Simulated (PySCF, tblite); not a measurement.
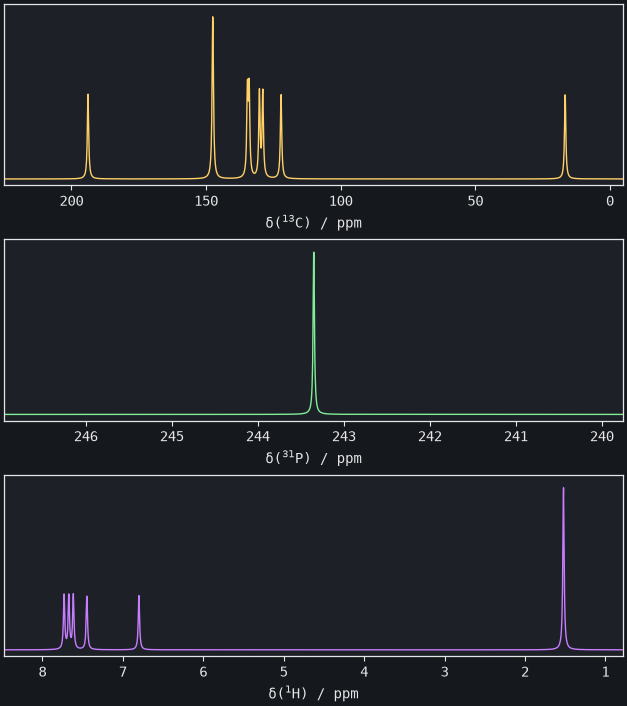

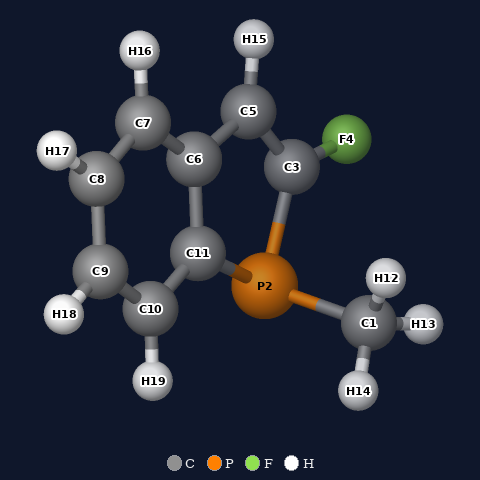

Spectrum and numbered structure of C₉H₈FP, SMILES Cp1c(F)cc2ccccc12. GIAO shifts, PBE0/pcSseg-1, PySCF 2.14.0, at a GFN2-xTB geometry (a minimum by its frequencies), against TMS for ¹³C, PH₃ for ³¹P and TMS for ¹H computed at the same level (³¹P: the usual scale starts at 85 % H₃PO₄ instead). Gas phase, fully decoupled, line heights follow the number of nuclei, widths are arbitrary (no quadrupolar broadening); values of one conformer, averaged over methyl-type rotors and exact or near symmetry.

> Which atoms give which ¹³C line?

| δ (ppm) | nuclei | atoms |
| --- | --- | --- |
| 193.9 | 1 | C3 |
| 147.6 | 1 | C6 |
| 147.4 | 1 | C11 |
| 134.6 | 1 | C10 |
| 134.0 | 1 | C8 |
| 130.2 | 1 | C9 |
| 128.9 | 1 | C7 |
| 122.2 | 1 | C5 |
| 16.6 | 1 | C1 |

The order of signals that lie close, as those under 2 ppm apart, is within the error of the method.

> Where does the ³¹P line lie?

At 243.3 ppm (P2).

> Assign the ¹H signals to the numbered atoms.

```tsv
δ (ppm)	nuclei	atoms
7.73	1	H19
7.67	1	H16
7.62	1	H17
7.45	1	H18
6.80	1	H15
1.52	3	H12, H13, H14
```

The order of signals that lie close, as those under 0.08 ppm apart, is within the error of the method.

Known limits of this run: the tight-binding geometry is rougher than a DFT one and adds to the error.
